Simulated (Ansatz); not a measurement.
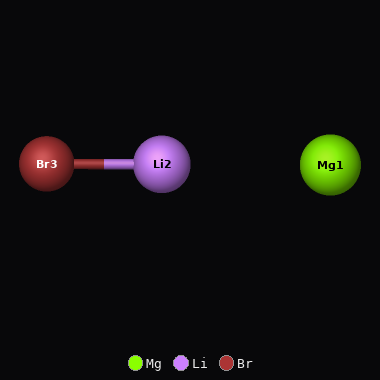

The system is Mg + LiBr; the picture shows the reference structure. The first coordinate is: distance Mg1–Li2; the second: distance Li2–Br3. Nothing is relaxed (the angle Mg1–Li2–Br3 is fixed at 180 degrees). The scan uses a 17 × 17 grid. Energies: kJ/mol, counted from the lowest grid point. The calculation used RKS PBE0-D4/def2-SVPD in Ansatz 0.2.0.

Its coordinates:

```yaml
atoms:
  - { symbol: Mg, position_ang: [-3.2380, 0.0000, 0.0000] }
  - { symbol: Li, position_ang: [0.0000, 0.0000, 0.0000] }
  - { symbol: Br, position_ang: [2.2110, 0.0000, 0.0000] }
```

Range: distance Mg1–Li2 from 2.152 to 4.152 Å; distance Li2–Br3 from 1.984 to 3.984 Å.

**What landscape does the calculation give?**

The lowest grid point is at distance Mg1–Li2 = 3.238 Å, distance Li2–Br3 = 2.211 Å. It is the only kind of minimum in the scanned range. The highest grid point, distance Mg1–Li2 = 2.152 Å, distance Li2–Br3 = 3.984 Å, lies 289 kJ/mol above the lowest.

| distance Li2–Br3 ↓, distance Mg1–Li2 → | 2.152 | 2.286 | 2.482 | 2.711 | 2.964 | 3.238 | 3.528 | 3.833 | 4.152 |
| --- | --- | --- | --- | --- | --- | --- | --- | --- | --- |
| 3.823 | 274 | 242 | 213 | 197 | 191 | 189 | 188 | 195 | 203 |
| 3.511 | 239 | 208 | 179 | 163 | 157 | 156 | 153 | 160 | 167 |
| 3.213 | 202 | 171 | 142 | 126 | 119 | 120 | 119 | 122 | 128 |
| 2.931 | 163 | 132 | 104 | 87 | 80 | 80 | 83 | 87 | 92 |
| 2.667 | 125 | 95 | 67 | 50 | 43 | 43 | 45 | 50 | 54 |
| 2.425 | 95 | 65 | 37 | 21 | 14 | 13 | 15 | 19 | 24 |
| 2.211 | 81 | 52 | 25 | 8 | 1 | 0 | 2 | 6 | 9 |
| 2.038 | 90 | 62 | 35 | 19 | 12 | 11 | 13 | 16 | 20 |

The table holds every second grid line.

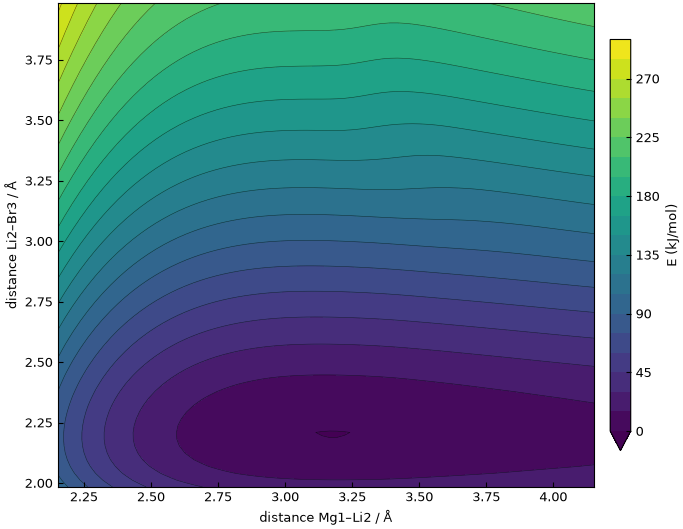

In the figure: filled contours. Between grid points the surface is interpolated.

Each point was launched as `ansatz run input.yaml --threads 1 --pin off --max-ram 2560MiB --backend cpu --events-out ev --progress --plain --runs-dir out`. Time for the 289 points that were run: 9.8 min on 1 thread of Intel(R) Xeon(R) 6975P-C (Granite Rapids), on a shared host.
